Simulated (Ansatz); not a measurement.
## Electronic structure of C2H3BF2 (SMILES C=C(F)BF) in real space

```
atom    x (Å)    y (Å)    z (Å)
   C  -1.1224   0.0206   0.6248
   C   0.1726   0.2629   0.3877
   F   0.8947   0.9593   1.2744
   B   0.8965  -0.2351  -0.8962
   F   2.1741   0.0325  -1.0796
   H  -1.7024  -0.5476  -0.1040
   H  -1.6192   0.3766   1.5316
   H   0.3062  -0.8691  -1.7387
```

Theory: Ansatz, RKS PBE0/def2-SVP.

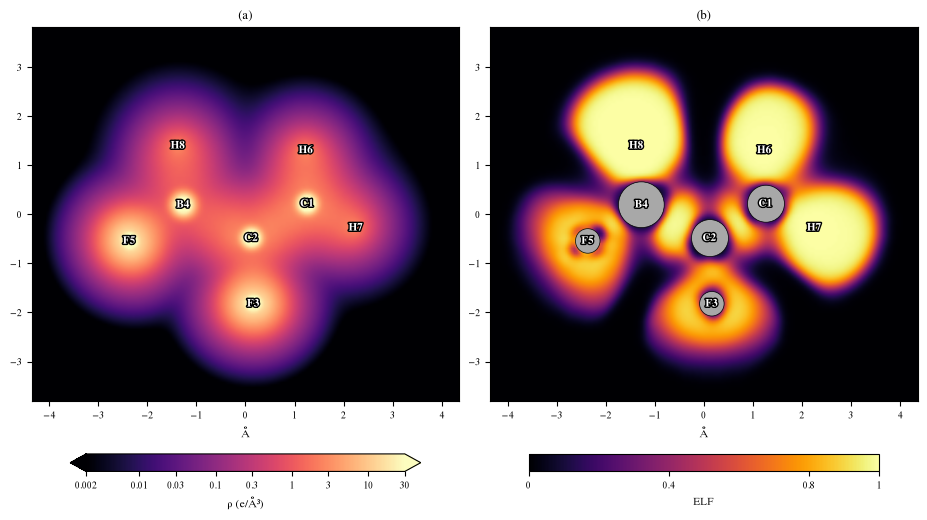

Figure 1. (a) electron density; (b) ELF on the molecular plane. Grey discs cover the atomic cores in the ELF map.

Question: What does the map show?

Answer:
- Atoms in the plane: C, F, B and H.
- B–F (1.32 Å): ρ at the midpoint is about 2.2 e/Å³; the ELF peaks at about 0.90 between the atoms (a shared but strongly polarised pair).
- C–C (1.34 Å): ρ is about 2.3 e/Å³ halfway; the ELF peaks at about 0.95 between the atoms (a multiple bond).
- C–F (1.34 Å): ρ at the midpoint is about 2.3 e/Å³; the ELF peaks at about 0.85 between the atoms; a shared but strongly polarised pair.
- C–B (1.56 Å): the density is about 1.5 e/Å³ at the midpoint; the ELF peaks at about 1 between the atoms: a covalent bond.
- C–H (1.09 Å): the density is about 2 e/Å³ at the midpoint; the ELF climbs to about 1 towards the hydrogen, as it does in any bond to H; an ordinary covalent bond to hydrogen.
- The ELF also peaks beside F3 and F5, away from the bonds: lone-pair regions.

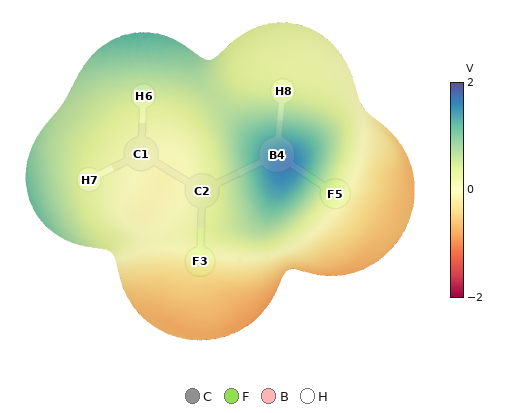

Figure 2. The electrostatic potential painted on the density surface at 0.002 e/bohr³, seen across its widest extent; red is negative and blue positive.

Question: Where is the surface potential most negative and most positive?

Answer: The most negative region (about −0.9 V) lies over F3 and F5, the most positive (about +1.6 V) over B4.

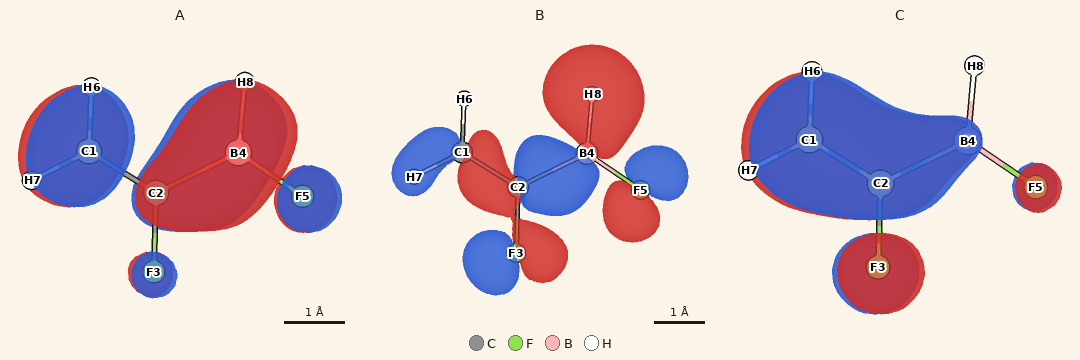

Figure 3. Three frontier orbitals at ±0.1 Å⁻³ᐟ² (red and blue are the two phases), in no order.

Question: Order the three orbitals by energy and name them.

Answer: B is the HOMO−1 (−9.31 eV). Its weight (Hirshfeld) is mainly on B4 (about 20 %), C2 (about 20 %), H8 (about 20 %), F3 (about 15 %) and F5 (about 15 %); it is symmetric in the molecular plane (an in-plane orbital: σ, lone-pair or in-plane π type). C is the HOMO (−8.10 eV). It lies mainly on C1 (about 40 %), C2 (about 30 %) and F3 (about 15 %); it changes sign across the molecular plane (π type); π-bonding across C1–C2; π-antibonding (a node) across C2–F3. A is the LUMO (−1.80 eV). Its weight (Hirshfeld) is mainly on B4 (about 35 %), C1 (about 25 %), C2 (about 15 %) and F5 (about 10 %); it changes sign across the molecular plane (π type); π-bonding across C2–B4; π-antibonding (a node) across C1–C2.

Question: What is the HOMO–LUMO gap?

Answer: 6.30 eV between the orbital energies.
